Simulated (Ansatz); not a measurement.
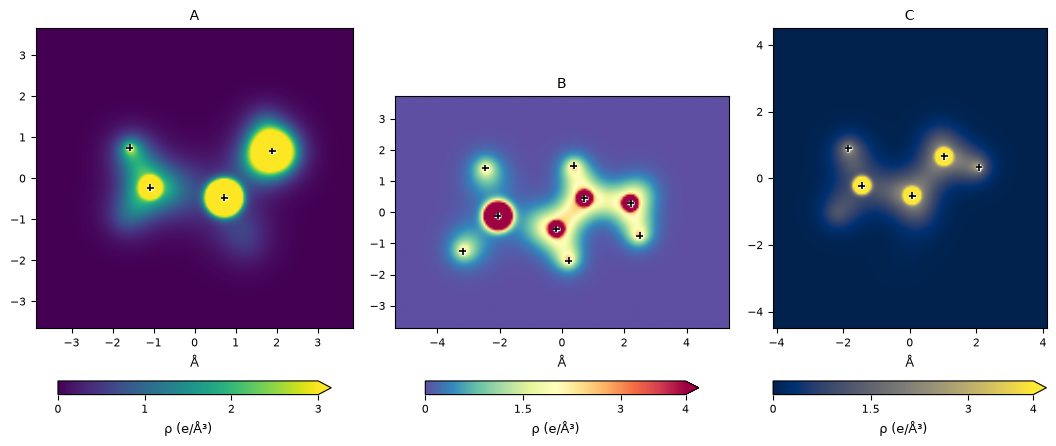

The electron density of 3 systems, each on a plane through atoms (crosses mark nuclei in the plane).

Theory: RKS PBE0-D4/def2-TZVPP (Ansatz).

System 1: C3H7Al (SMILES CC=[CH][AlH2]), the plane of atoms C2, C1 and H7. Geometry: PBE0-D4/def2-TZVP.

```csv
atom,x (Å),y (Å),z (Å)
C,-0.5815,1.7986,0.1732
C,-0.4225,0.3334,-0.0442
C,0.7053,-0.3742,0.1110
Al,0.6990,-2.2737,-0.2252
H,-1.3449,1.9968,0.9330
H,-0.9247,2.2908,-0.7429
H,0.3545,2.2622,0.4891
H,-1.3311,-0.1841,-0.3600
H,1.5880,0.1849,0.4277
H,-0.6795,-2.9244,-0.6780
H,2.0027,-3.1672,-0.0631
```

System 2: C2H8B2 (SMILES BC(B)C), the plane of atoms C2, C4 and H10. Geometry: PBE0-D4/def2-TZVP.

```yaml
atoms:
  - { symbol: B, position_ang: [-1.0922, 1.0300, -0.2238] }
  - { symbol: C, position_ang: [0.1859, 0.2190, 0.1052] }
  - { symbol: B, position_ang: [-0.0982, -0.5266, 1.4330] }
  - { symbol: C, position_ang: [0.8450, -0.5618, -1.0238] }
  - { symbol: H, position_ang: [-1.6544, 0.8825, -1.2725] }
  - { symbol: H, position_ang: [-1.5329, 1.8115, 0.5679] }
  - { symbol: H, position_ang: [0.8172, 1.0452, 0.5026] }
  - { symbol: H, position_ang: [-0.4280, 0.0817, 2.4093] }
  - { symbol: H, position_ang: [0.0067, -1.7193, 1.4967] }
  - { symbol: H, position_ang: [1.0698, 0.0733, -1.8840] }
  - { symbol: H, position_ang: [1.7772, -1.0343, -0.7050] }
  - { symbol: H, position_ang: [0.1809, -1.3563, -1.3716] }
```

System 3: CH5NOSi (SMILES O[SiH]1CN1), the plane of atoms Si2, C3 and H7. Geometry: PBE0-D4/def2-TZVP.

```json
{"atom": "O", "x (Å)": "-1.9010", "y (Å)": "-0.4193", "z (Å)": "0.7865"}
{"atom": "Si", "x (Å)": "-0.7277", "y (Å)": "-0.0419", "z (Å)": "-0.2833"}
{"atom": "C", "x (Å)": "0.9001", "y (Å)": "0.7034", "z (Å)": "0.0597"}
{"atom": "N", "x (Å)": "0.7869", "y (Å)": "-0.7864", "z (Å)": "-0.1620"}
{"atom": "H", "x (Å)": "-1.6133", "y (Å)": "-0.7113", "z (Å)": "1.6541"}
{"atom": "H", "x (Å)": "-1.4108", "y (Å)": "0.1865", "z (Å)": "-1.5685"}
{"atom": "H", "x (Å)": "1.2669", "y (Å)": "0.9767", "z (Å)": "1.0474"}
{"atom": "H", "x (Å)": "1.3825", "y (Å)": "1.2786", "z (Å)": "-0.7318"}
{"atom": "H", "x (Å)": "1.4048", "y (Å)": "-1.2328", "z (Å)": "-0.8194"}
```

### Match each panel to its system.

Panel A is system 3, CH5NOSi: the plane holds O, Si, C and H. Si–O (1.63 Å): ρ is about 1.2 e/Å³ halfway. Panel B is system 1, C3H7Al: the plane holds C, Al and H. C–C (1.34 Å): ρ at the midpoint is about 2.3 e/Å³. Panel C is system 2, C2H8B2: the plane holds C, B and H. C–C (1.52 Å): ρ is about 1.7 e/Å³ halfway.
